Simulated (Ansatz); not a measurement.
# UB2PLYP/STO-3G run of SiHCl2 (SMILES Cl[SiH]Cl)

Aim: the vertical ionisation energy of SiHCl2 at UB2PLYP/STO-3G, from 2 runs. 

The results are computed with Ansatz 0.2.0.

68 further runs of the same task are left out: 9 that didn't finish, 59 set aside as unsound or not needed.

### 1 The molecule

SiHCl2 has 4 atoms, charge 0, and is taken as a doublet. As SMILES, `Cl[SiH]Cl`. The coordinates come from a PBE0-D4/def2-TZVP relaxation.

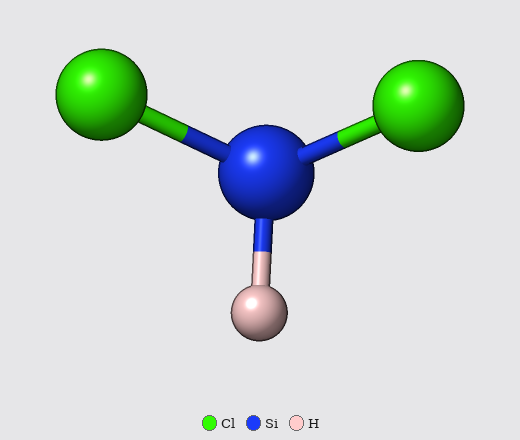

The structure, seen from a chosen angle (chlorine green, silicon blue, hydrogen pink).

### 2 The energy at UB2PLYP/STO-3G

The input, in.yaml:

```yaml
crystal:
  periodic: [false, false, false]
  atoms:
    - {symbol: Cl, position_ang: [-1.646600, 0.177800, 0.889400]}
    - {symbol: Si, position_ang: [0.187600, -0.414200, 0.200000]}
    - {symbol: Cl, position_ang: [0.250900, -0.281300, -1.841700]}
    - {symbol: H, position_ang: [1.208200, 0.517700, 0.752400]}
basis:
  gaussian: {orbitals: STO-3G}
hamiltonian: {xc: {name: B2PLYP}}
correlation: {frozen_orbitals: {Cl: 5, H: 0, Si: 5}}
accuracy: high
magnetization: {spin_polarized: true, initial_magnetization: 1}
```

Started as:

```bash
$ ansatz run in.yaml --threads 1 --pin off --max-ram 2610MiB --events-out events.jsonl --progress --plain --runs-dir runs
```

What it wrote:

```text
Warning: RAYON_NUM_THREADS=1 ignored (pool sized by the plan → 1); use --threads N
Functional definition: B2PLYP
  name "B2PLYP"
  parameter a = 0.53
  parameter c = 0.27
  exchange = (1 - a)*b88_x + a*exact_x
  correlation = (1 - c)*lyp_c + c*(mp2_os + mp2_ss)
508 factors; integrals over basis functions are off by at most 1.7e-8 eV
mean field evaluation 1: about -32560.9261 eV, gradient 1.4e1 eV
mean field evaluation 2: about -32560.9443 eV, gradient 1.4e1 eV
mean field evaluation 4: about -32563.0442 eV, gradient 5.9e-1 eV
mean field evaluation 8: about -32563.0538 eV, gradient 1.3e-2 eV
mean field evaluation 16: about -32563.0538 eV, gradient 3.4e-7 eV
mean field -32563.05379743 eV, -1196.6701550250 hartree, gradient 5.7e-8 eV, S^2 0.751473; 0 other end points of the search recorded, 0 dependent functions left out
15 core orbitals not correlated: weight in the atoms' cores, before any rotation towards them, 1.000 or more for the frozen orbitals, at most 0.000 for the correlated occupied ones
reference -32563.05381535 eV, -1196.6701556836 hartree; 10, 9 occupied and 3, 4 virtual orbitals, 508 factors
second order -1.34550740 eV of doubles, -0.00000000 eV of singles
Total energy: -32563.41710235 eV, -1196.6835062345 hartree
```

Wall time 2.6 s (1 thread of Arm Neoverse V2, shared host); peak memory 0.16 GiB.

### 3 The singlet cation

The input, run.yaml:

```yaml
crystal:
  periodic: [false, false, false]
  atoms:
    - symbol: Cl
      position_ang: [-1.646600, 0.177800, 0.889400]
    - symbol: Si
      position_ang: [0.187600, -0.414200, 0.200000]
    - symbol: Cl
      position_ang: [0.250900, -0.281300, -1.841700]
    - symbol: H
      position_ang: [1.208200, 0.517700, 0.752400]
basis:
  gaussian: {orbitals: STO-3G}
total_charge: 1
hamiltonian: {xc: {name: B2PLYP}}
correlation: {frozen_orbitals: {Cl: 5, H: 0, Si: 5}}
accuracy: high
```

Started as:

```bash
$ ansatz run run.yaml --threads 1 --pin off --max-ram 2610MiB --events-out events.jsonl --progress --plain --runs-dir runs
```

What it wrote, cut to the lines that bear on the results:

```text
Warning: RAYON_NUM_THREADS=1 ignored (pool sized by the plan → 1); use --threads N
[... 2 set-up lines as earlier in the session ...]
[...]
508 factors; integrals over basis functions are off by at most 1.7e-8 eV
[...]
mean field -32555.37436831 eV, -1196.3879412100 hartree, gradient 5.9e-8 eV, S^2 0.000000; 0 other end points of the search recorded, 0 dependent functions left out
15 core orbitals not correlated: weight in the atoms' cores, before any rotation towards them, 1.000 or more for the frozen orbitals, at most 0.000 for the correlated occupied ones
reference -32555.37438638 eV, -1196.3879418740 hartree; 9, 9 occupied and 4, 4 virtual orbitals, 508 factors
second order -2.58577372 eV of doubles, -0.00000000 eV of singles
Total energy: -32556.07254528 eV, -1196.4135987405 hartree
```

Wall time 1.9 s (1 thread of Arm Neoverse V2, shared host); peak memory 0.11 GiB.

### 4 What came out

At UB2PLYP/STO-3G, 15 core orbitals frozen:

| quantity | value |
| --- | --- |
| doublet SiHCl2: total energy | -1196.68351 Eh |
| doublet SiHCl2: ⟨S²⟩ | 0.751 |
| singlet cation: total energy | -1196.41360 Eh |
| vertical ionisation energy (to the singlet cation) | 7.345 eV |

What this shows: Removing an electron at fixed nuclei costs 7.34 eV (169 kcal/mol). Only the singlet of the ionised species was computed; a triplet could lie lower. In a minimal basis such a difference can be off by several eV, whatever the method.
